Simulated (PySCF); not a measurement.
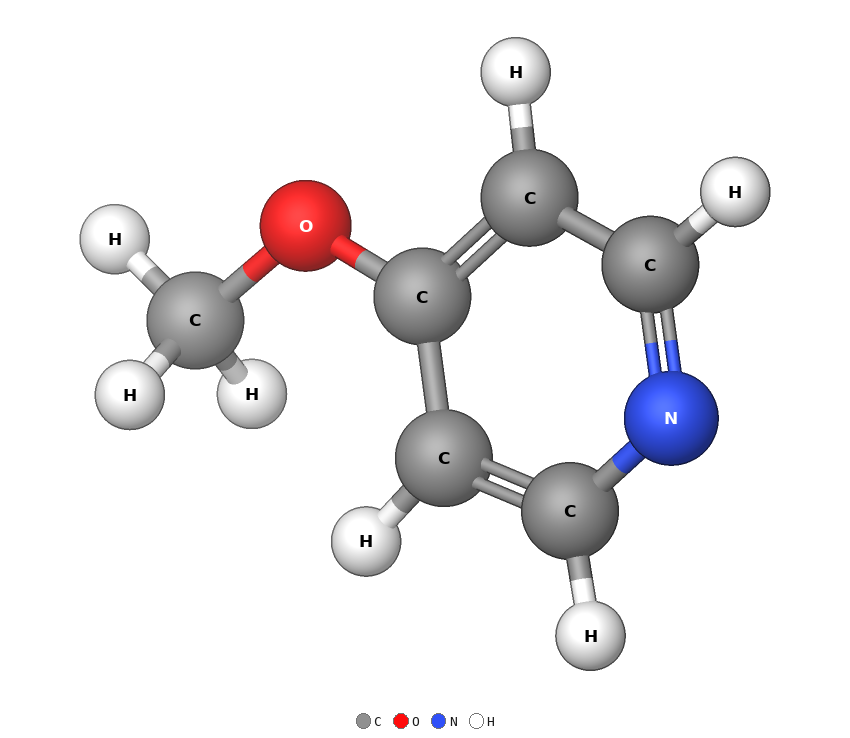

Rendered structure (ball-and-stick style). Double and triple bonds are drawn as two and three sticks.

The computed structure is the end point of a GFN2-xTB optimisation. No frequency run is at hand to confirm it as a minimum.

What does the picture show?

Formula C₆H₇NO. SMILES: `COc1ccncc1`. Independent rings (smallest set): 1 of 6 members, 1 of them aromatic. Among its groups: ether. The point group is Cs. Coordination: 1 C tetrahedral; 1 O bent; 5 C trigonal planar; 1 N bent.

The parts below concern this one geometry. Atoms keep their numbers from picture to picture.

**Geometry**

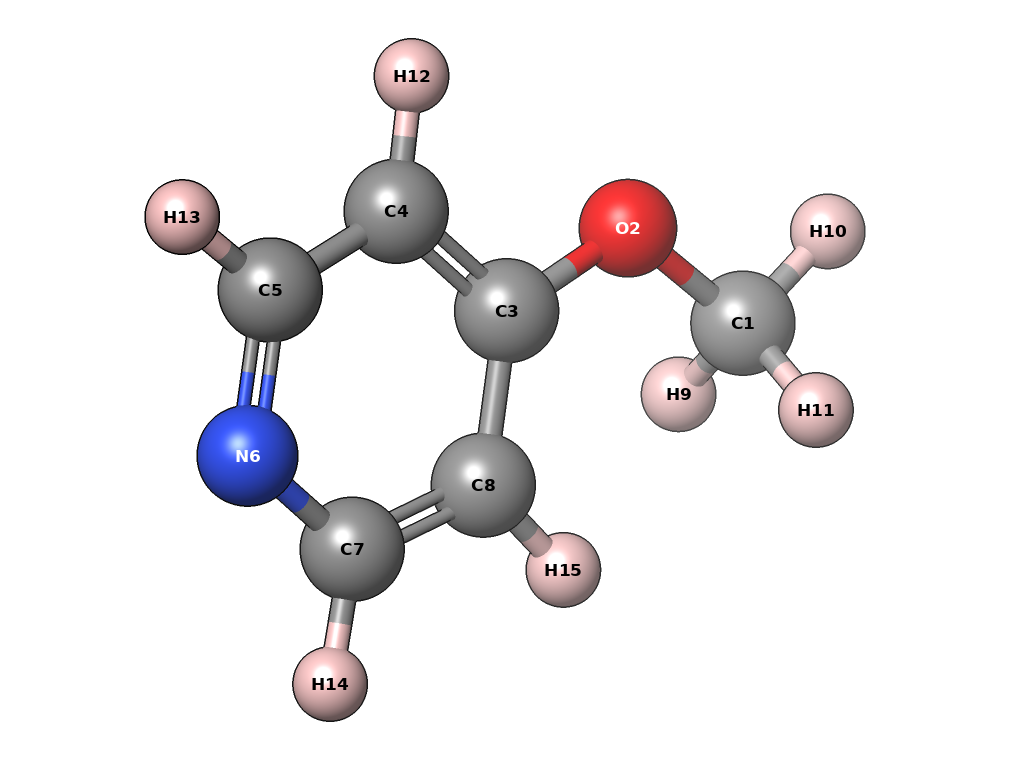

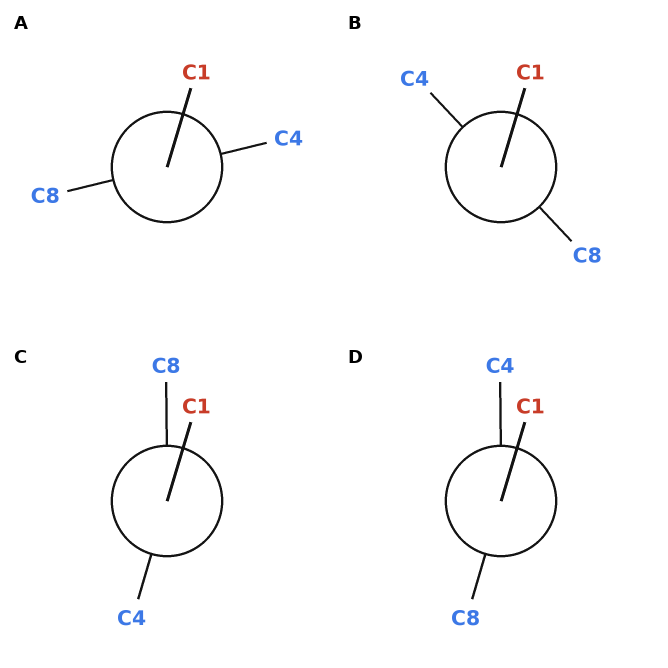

Distant atoms are faded towards the background colour. Bonds that would overlap in a projection are set slightly apart. No frequency run is at hand to confirm it as a minimum.

> Which Newman projection shows the view along O2–C3, with O2 in front?

C. The torsion angle C1–O2–C3–C4 is 180°, antiperiplanar (anti).

**Electronic properties**

No frequency run is at hand to confirm it as a minimum. Properties computed with CAM-B3LYP/def2-SVPD, gas phase (PySCF 2.14.0). Excitations: vertical, linear response.

> Give the brightest of the 8 lowest singlets at this level.

7.13 eV.

> What is the HOMO energy (Kohn–Sham orbital)?

−8.53 eV.

> Estimate the lowest vertical singlet excitation.

5.34 eV.

> Estimate the HOMO–LUMO gap.

9.14 eV.

**Dipole moment**

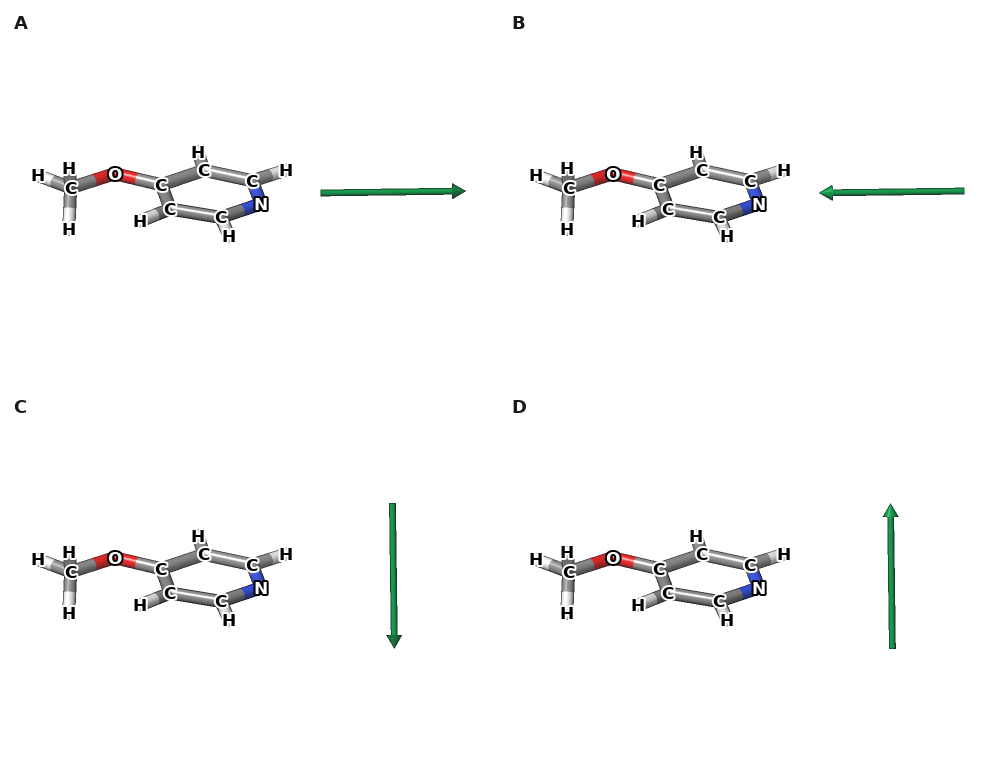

The same molecule four times, each with an arrow. No frequency run is at hand to confirm it as a minimum. Properties computed with CAM-B3LYP/def2-SVPD, gas phase (PySCF 2.14.0).

> Which arrow points along the dipole moment, from the negative to the positive end?

B. The dipole moment is 3.21 D.

**Polarisability**

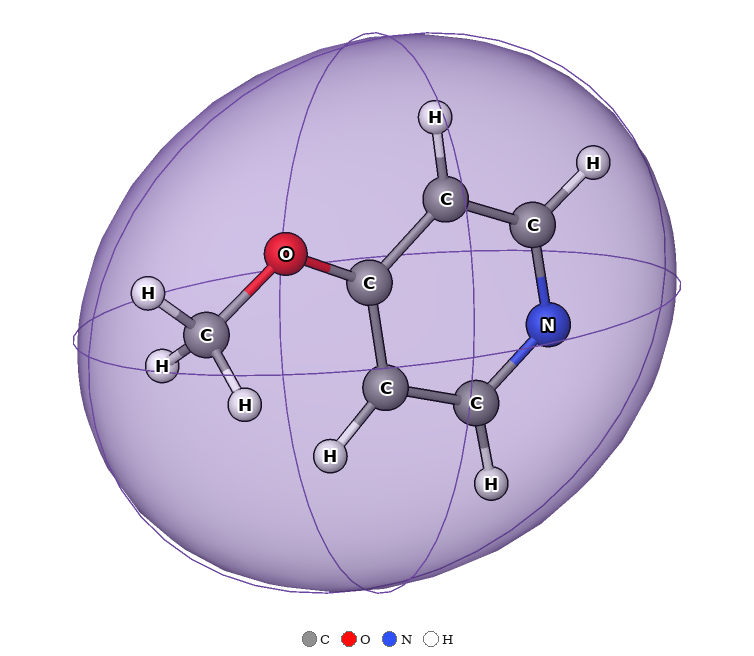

The ellipsoid shows the static dipole polarisability: its half-axes are proportional to the principal values. No frequency run is at hand to confirm it as a minimum. Method: CAM-B3LYP/def2-SVPD (PySCF 2.14.0).

> How large and how anisotropic is the polarisability?

Principal values 50.4, 84.5, 102.0 bohr³; mean 78.9 bohr³ (11.70 Å³); anisotropy 45.4 bohr³, so the longest axis is 2.02 times the shortest.
